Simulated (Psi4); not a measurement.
# BH3S (SMILES BS), run twice

Aim: the energy of BH3S at CCSD/6-31G** (density fitting, Cartesian functions, C-PCM n-heptane).

The results are computed with Psi4 1.11.

6 further runs of the same task are left out: 2 that didn't finish, 4 set aside as unsound or not needed.

## Step 1: Starting point

BH3S: 5 atoms, total charge 0, spin state singlet. SMILES: `BS`. Geometry: relaxed at PBE0-D4/def2-TZVP.

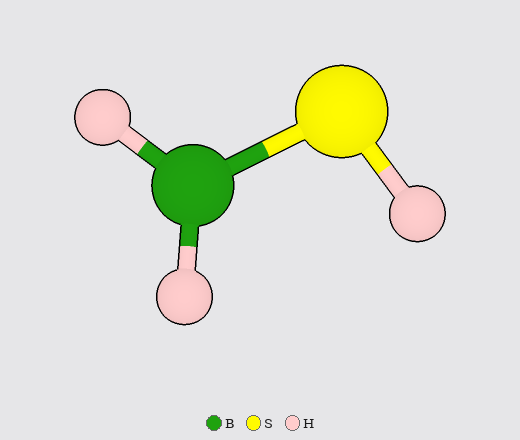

Viewed from a chosen angle; boron green, sulfur yellow, hydrogen pink.

## Step 2: First attempt

The input, calc.py:

```python
import psi4

psi4.set_memory('1600 MB')
psi4.set_num_threads(1)
psi4.core.set_output_file('output.dat', False)

molecule = psi4.geometry("""
0 1
B     -0.392100    -0.421000     0.088100
S      0.161700     1.236900    -0.154300
H     -1.562900    -0.556400     0.264200
H      0.367100    -1.337600     0.074200
H      1.476100     1.004400    -0.313600
units bohr
symmetry c1
""")

psi4.set_options({
    'reference': 'rhf',
    'freeze_core': True,
    'maxiter': 60,
    'pcm': True,
})
psi4.pcm_helper("""
  Units = Angstrom
  Medium {
    SolverType = CPCM
    Solvent = C7H16
  }
  Cavity {
    Type = GePol
    RadiiSet = UFF
    Scaling = False
    Area = 0.3
    Mode = Implicit
  }
""")

e_tot = psi4.energy('ccsd/6-31G**')
print('E =', round(e_tot, 9))
```

Launch:

```console
$ python calc.py
```

output.dat:

```text
[...]
  Running in c1 symmetry.
[...]
  Nuclear repulsion =   81.391541615421545
[...]
  Multiplicity = 1
[...]
  Nalpha       = 12
  Nbeta        = 12
[...]
    Number of basis functions: 49
[...]
   @RHF iter   1:  -420.55419609117740    4.21223e+00   1.28146e-02 DIIS/ADIIS
[...]
   @RHF iter  10:  -420.72834840069947   -5.28644e-12   9.45012e-09 DIIS
[...]
    Orbital Energies [Eh]
    ---------------------
    Doubly Occupied:
       1A    -91.890124     2A     -9.048463     3A     -7.743366
       4A     -6.730306     5A     -6.712991     6A     -6.685081
       7A     -1.227262     8A     -0.906687     9A     -0.735611
      10A     -0.596868    11A     -0.494026    12A     -0.393873
[...]
  @RHF Final Energy:  -420.72834840069947
   => Energetics <=
    Nuclear Repulsion Energy =             81.3915416154215450
    One-Electron Energy =                -737.8279680465764159
    Two-Electron Energy =                 235.7101299263672161
    PCM Polarization Energy =              -0.0020518959118712
    Total Energy =                       -420.7283484006994172
[...]
 Multipole Moments:
 ------------------------------------------------------------------------------------
     Multipole            Electronic (a.u.)      Nuclear  (a.u.)        Total (a.u.)
 ------------------------------------------------------------------------------------
 L = 1.  Multiply by 2.5417464519 to convert [e a0] to [Debye]
 Dipole X            :          0.0139822            0.3145606            0.3285427
 Dipole Y            :          0.7757653           -0.9491682           -0.1734029
 Dipole Z            :         -0.0793930            0.0510885           -0.0283044
 Magnitude           :                                                    0.3725722
[...]
      * MP2 total energy                      = -420.973879226384497
[...]
      * CCSD total energy                     = -420.999728914858281
```

Standard output:

```text
E = -420.999728915
```

Run time: 2.4 s. Hardware: 1 thread of Intel Xeon 6975P-C (Granite Rapids), shared host; peak memory 0.23 GiB.

## Step 3: Diagnosis

The run finished; that doesn't make the result usable.

What is wrong: the coordinates are read in the wrong unit, so the molecule is scaled by the ratio of bohr to ångström. As the program read them, the closest atoms are 0.63 Å apart, against 1.19 Å in the sound input.

## Step 4: The mended input

The input, job.py:

```python
import psi4

psi4.set_memory('1600 MB')
psi4.set_num_threads(1)
psi4.core.set_output_file('psi4.out', False)

molecule = psi4.geometry("""
0 1
B     -0.392100    -0.421000     0.088100
S      0.161700     1.236900    -0.154300
H     -1.562900    -0.556400     0.264200
H      0.367100    -1.337600     0.074200
H      1.476100     1.004400    -0.313600
symmetry c1
""")

psi4.set_options({
    'reference': 'rhf',
    'freeze_core': True,
    'pcm': True,
})
psi4.pcm_helper("""
  Units = Angstrom
  Medium {
    SolverType = CPCM
    Solvent = C7H16
  }
  Cavity {
    Type = GePol
    RadiiSet = UFF
    Scaling = False
    Area = 0.3
    Mode = Implicit
  }
""")

E = psi4.energy("ccsd/6-31G**", molecule=molecule)
print('E =', round(E, 9))
```

Launch:

```console
$ python job.py
```

psi4.out:

```text
[...]
  Running in c1 symmetry.
[...]
  Nuclear repulsion =   43.070548964180006
[...]
  Multiplicity = 1
[...]
  Nalpha       = 12
  Nbeta        = 12
[...]
    Number of basis functions: 49
[...]
   @RHF iter   1:  -423.93437101699345   -5.47739e-01   3.11887e-03 ADIIS/DIIS
[...]
   @RHF iter  11:  -423.95893921044717   -1.42109e-12   4.11869e-09 DIIS
[...]
    Orbital Energies [Eh]
    ---------------------
    Doubly Occupied:
       1A    -91.948370     2A     -8.962819     3A     -7.626986
       4A     -6.645565     5A     -6.644003     6A     -6.643164
       7A     -0.993101     8A     -0.686899     9A     -0.575008
      10A     -0.498411    11A     -0.451254    12A     -0.402795
[...]
  @RHF Final Energy:  -423.95893921044717
   => Energetics <=
    Nuclear Repulsion Energy =             43.0705489641800057
    One-Electron Energy =                -669.8542920235104248
    Two-Electron Energy =                 202.8262276184866266
    PCM Polarization Energy =              -0.0014237696034329
    Total Energy =                       -423.9589392104471699
[...]
 Multipole Moments:
 ------------------------------------------------------------------------------------
     Multipole            Electronic (a.u.)      Nuclear  (a.u.)        Total (a.u.)
 ------------------------------------------------------------------------------------
 L = 1.  Multiply by 2.5417464519 to convert [e a0] to [Debye]
 Dipole X            :         -0.2194728            0.5944334            0.3749606
 Dipole Y            :          1.5157016           -1.7936679           -0.2779663
 Dipole Z            :         -0.1208673            0.0965434           -0.0243240
 Magnitude           :                                                    0.4673889
[...]
      * MP2 total energy                      = -424.176161301152945
[...]
      * CCSD total energy                     = -424.207907928764882
```

Standard output:

```text
E = -424.207907929
```

It took 5.1 s on 1 thread of Intel Xeon 6975P-C (Granite Rapids), shared host; peak memory 0.24 GiB.

## Step 5: Outcome

At CCSD/6-31G** (density fitting, Cartesian functions, C-PCM n-heptane):

| quantity | value |
| --- | --- |
| total energy | -424.20791 Eh |
| HOMO energy (Hartree–Fock orbitals) | -10.96 eV |
| LUMO energy (Hartree–Fock orbitals) | 2.85 eV |
| HOMO–LUMO gap (Hartree–Fock orbitals) | 13.81 eV |
| correlation energy (6 core orbitals frozen) | -249.0 mEh |
| solvent term in the energy | -3.7 kJ/mol |
| T1 diagnostic | 0.016 |

What this shows: The first attempt's energy was +87.299 eV off this one.
